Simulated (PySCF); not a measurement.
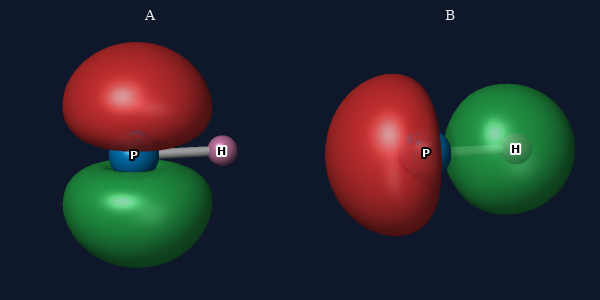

PH (triplet). Two frontier α-spin orbitals, each drawn at the value that holds 80 % of its norm (green and red are the two phases), in no order; of a degenerate pair one member is drawn.

Method: PBE0/aug-cc-pVDZ(-PP), non-relativistic Hamiltonian with scalar-relativistic core potentials where named, at a bond length of 1.437 Å (PySCF 2.14.0).

Name the orbitals and rank them from lowest to highest energy.

Answer. Orbital B: σ, occupied in this spin, −9.81 eV; mainly on P (70 %).
Orbital A: π, occupied in this spin, −7.41 eV; almost wholly on P.
